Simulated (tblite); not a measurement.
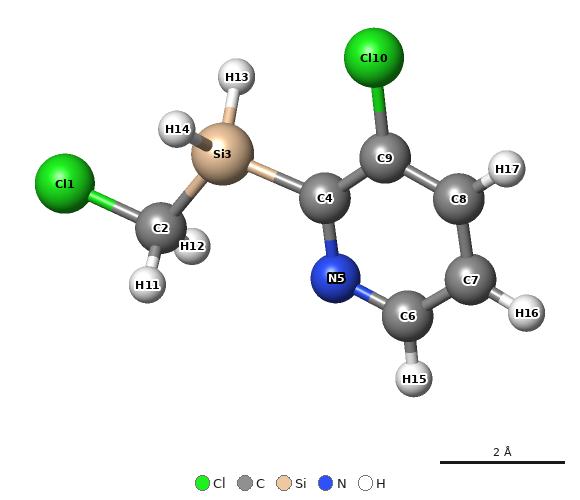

This is the input geometry for a relaxation of C6H7Cl2NSi. The picture is a ball-and-stick view, seen at a tilt.

All numbers below come from tblite 0.8.0, GFN2-xTB geometry optimisation, gas phase.

```xyz
17

Cl   -4.3895   -0.9103   -0.1666
C    -2.6354   -1.1274   -0.1796
Si   -1.7873    0.4997    0.0387
C     0.0688    0.3199    0.0278
N     0.4782   -0.9864   -0.1054
C     1.8036   -1.2317   -0.1279
C     2.7705   -0.2432    0.0005
C     2.3512    1.0747    0.1597
C     0.9848    1.3614    0.1743
Cl    0.5183    3.0170    0.3685
H    -2.3900   -1.8222    0.6423
H    -2.3683   -1.6142   -1.1146
H    -2.1899    1.4272   -1.0598
H    -2.2109    1.1412    1.3133
H     2.0841   -2.2658   -0.2439
H     3.8224   -0.4942    0.0003
H     3.0825    1.8662    0.2625
```

**What does the optimiser find from here?**

After 32 geometry steps the energy has fallen by 0.198 eV. The largest move after the best rigid fit is that of Cl10, 0.17 Å. By element the largest moves are Cl 0.17 Å, Si 0.09 Å, C 0.05 Å, H 0.05 Å, N 0.03 Å. Among the contacts that change: Si3–Cl10 3.429 → 3.198 Å, C2–Si3 1.848 → 1.904 Å, C4–N5 1.375 → 1.327 Å, Si3–H13 1.493 → 1.464 Å. Among the angles between lasting bonds that change: C2–Si3–C4 111.8° → 106.0°, Si3–C4–N5 112.9° → 118.1°, C4–C9–Cl10 123.3° → 118.4°. The run took 0.6 s on 1 thread of Arm Neoverse N1, on a shared host.

Final geometry:

```xyz
17

Cl   -4.3762   -0.9117   -0.1673
C    -2.6053   -1.1204   -0.1695
Si   -1.7874    0.5854    0.0464
C     0.0795    0.2728    0.0321
N     0.5026   -0.9769   -0.1117
C     1.7982   -1.2291   -0.1242
C     2.7674   -0.2446    0.0071
C     2.3534    1.0692    0.1584
C     0.9906    1.3164    0.1692
Cl    0.3813    2.9156    0.3513
H    -2.3695   -1.8081    0.6386
H    -2.3468   -1.5977   -1.1113
H    -2.1564    1.4593   -1.0691
H    -2.1854    1.1696    1.3287
H     2.0684   -2.2699   -0.2453
H     3.8167   -0.4946   -0.0080
H     3.0621    1.8766    0.2647
```

After the run, drawn alike:

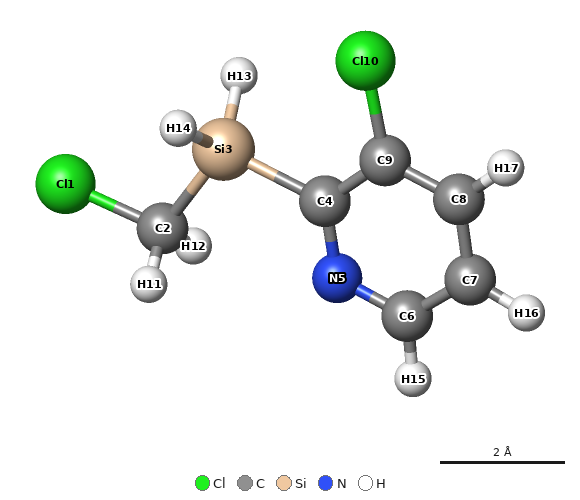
